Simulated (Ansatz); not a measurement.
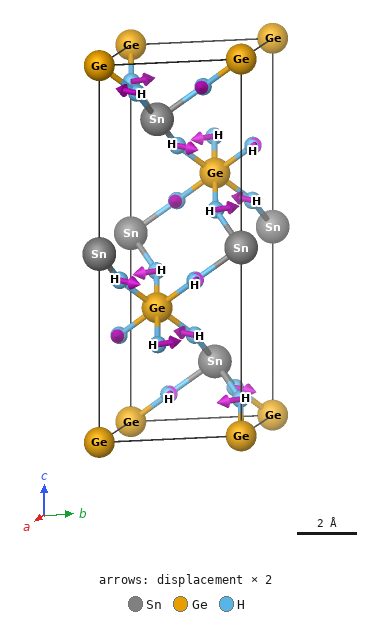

This is a relaxation of crystalline SnGeH6 (built on the MgTiF6-148 type type). The starting structure is drawn; purple arrows show the displacements (the part carried along by the change of the cell is left out), 2 times their true length.

A ball-and-stick model of the conventional cell (3 times the calculation's cell), seen slightly off an axis. Lengths and directions refer to the drawn axes.

Theory: Ansatz 0.2.0, DFT, PBEsol, plane waves, PAW.

Input file:
```yaml
crystal:
  lattice:
    - [2.56415152, 1.48041357, 4.3693125]
    - [-2.56415152, 1.48041357, 4.3693125]
    - [0.0, -2.96082714, 4.3693125]
  atoms:
    - { symbol: Sn, position: [0.5, 0.5, 0.5] }
    - { symbol: Ge, position: [0.0, 0.0, 0.0] }
    - { symbol: H, position: [0.67161765, 0.84245558, 0.24224433] }
    - { symbol: H, position: [0.84245558, 0.24224433, 0.67161765] }
    - { symbol: H, position: [0.75775567, 0.32838235, 0.15754442] }
    - { symbol: H, position: [0.15754442, 0.75775567, 0.32838235] }
    - { symbol: H, position: [0.32838235, 0.15754442, 0.75775567] }
    - { symbol: H, position: [0.24224433, 0.67161765, 0.84245558] }
kpoints:
  mp_grid: { grid: [6, 6, 6] }
hamiltonian:
  xc: pbesol
scf:
  occupations: { method: fermi_dirac, width: 0.03 }
relax:
  f_tol: 0.01
  cell: {}
  max_steps: 120
```

Launched with:
```bash
ansatz run input.yaml --threads 4 --pin off --max-ram 4608MiB --backend cpu --events-out ev --progress --plain --runs-dir out
```

> Atoms of which element are displaced furthest, and by how much?

Hydrogen: up to 0.46 Å, against 0.00 Å for germanium.

> What happened in the run?

The largest moves relative to the cell, 0.46 Å, are those of H3, H4, H5, H6, H7 and H8. H8 goes roughly along +b. Ge and Sn stay in place. The drawn cell changes as follows: a = b 5.128 → 5.276 Å (+2.9 %), c 13.108 → 12.940 Å (−1.3 %); the volume changes by +4.5 %. Some distances before and after: Ge2–H3 1.841 → 1.749 Å, Sn1–H3 1.941 → 1.983 Å. Bond angles that change, for instance: Sn1–H7–Ge2 153.2° → 179.9°. The space group (tolerance 0.01 Å) goes from R-3 (No. 148) to Fm-3m (No. 225). The energy falls by 0.225 eV per cell of the calculation in 6 accepted moves (8 points after the start). The largest force component goes from 0.33 to 0.00042 eV/Å. Pressure: −1.24 GPa at the start and 0.03 GPa at the end. The line search rejected the trial step at point 3 of the run. At 1 point the geometry stayed and the basis and grid were re-selected for the new cell (energy shift of 4.0 meV per cell of the calculation at most each time).
